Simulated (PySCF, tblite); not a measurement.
# C₂H₅F₃OSi: geometry, infrared bands and NMR shifts

What infrared bands and NMR shifts should C₂H₅F₃OSi (`FC(F)(F)CO[SiH3]`) show?

The runs use tblite 0.8.0 and PySCF 2.14.0, with density-fitted response routines of our own; the level of theory stands in each step. All values are computed, except where a source is named. Atoms are numbered from 0 throughout.

**1. The starting structure**

12 atoms, charge 0, multiplicity 1; geometry from: force field or distance geometry start.

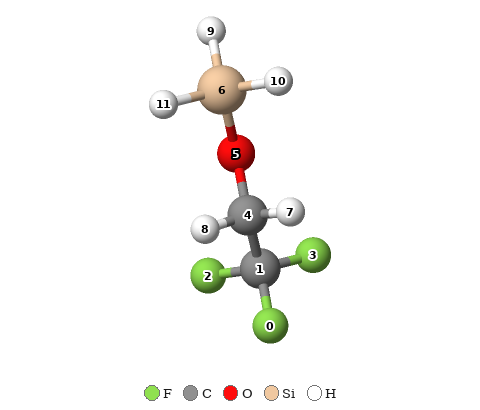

The starting geometry (fluorine green, carbon grey, oxygen red, silicon light orange, hydrogen white), atoms numbered; sticks join atoms by distance.

**2. Optimising the geometry with GFN2-xTB**

The job: settings as JSON, then the geometry in Å.

```
{"job": {"kind": "relax", "xc": "GFN2-xTB", "basis": "xTB"}, "charge": 0, "multiplicity": 1}
F     -2.843600    -0.161600    -0.623300
C     -1.895900    -0.174100     0.322600
F     -1.988500    -1.359700     0.989200
F     -2.170100     0.822600     1.195500
C     -0.515600    -0.007700    -0.296400
O      0.526600    -0.022200     0.671900
Si     2.101000     0.157800     0.151800
H     -0.494300     0.953000    -0.841600
H     -0.355800    -0.823400    -1.022400
H      3.016700     0.109800     1.319200
H      2.216100     1.448500    -0.555800
H      2.404400    -0.943600    -0.792700
```

Launch:

```console
OMP_NUM_THREADS=1 python probes_run.py task.json out
```

This one command runs all jobs of the session in turn.

**Question.** This job is followed by: GFN2-xTB harmonic vibrations, gas phase; GIAO PBE0/pcSseg-1 NMR shielding, non-relativistic, gas phase. Predict these results of the whole session: strongest single infrared mode (GFN2-xTB); zero-point energy (GFN2-xTB); ¹³C shifts against TMS (PBE0/pcSseg-1); ¹H shifts against TMS (PBE0/pcSseg-1, means over atoms taken as alike); ¹⁹F shifts against CFCl3 (PBE0/pcSseg-1, means over atoms taken as alike); ¹⁷O shifts against H2O (PBE0/pcSseg-1); ²⁹Si shifts against TMS (PBE0/pcSseg-1).

**Answer**, as computed:

| quantity | value |
| --- | --- |
| strongest single infrared mode (GFN2-xTB) | 2231 cm⁻¹, 369 km/mol |
| zero-point energy (GFN2-xTB) | 43.2 kcal/mol |
| ¹³C shifts against TMS (PBE0/pcSseg-1) | 132.9, 68.2 ppm |
| ¹H shifts against TMS (PBE0/pcSseg-1, means over atoms taken as alike) | 4.96, 4.03 ppm |
| ¹⁹F shifts against CFCl3 (PBE0/pcSseg-1, means over atoms taken as alike) | -92.4 ppm |
| ¹⁷O shifts against H2O (PBE0/pcSseg-1) | 0.2 ppm |
| ²⁹Si shifts against TMS (PBE0/pcSseg-1) | -30.8 ppm |

Relaxing lowered the energy by 0.197 eV in 33 steps; the close pair that moved most is C4–O5, from 1.423 to 1.377 Å. No mode is imaginary among the 30: a minimum at this level. The strongest single mode, at 2231 cm⁻¹, moves mainly H11 and H10. Unscaled tight-binding wavenumbers are off by several per cent, some by more. Its intensities can rank the bands wrongly. At PBE0/pcSseg-1: Shielding is most anisotropic at F0, F2, F3 (span 167 ppm, paramagnetic term -209 ppm).
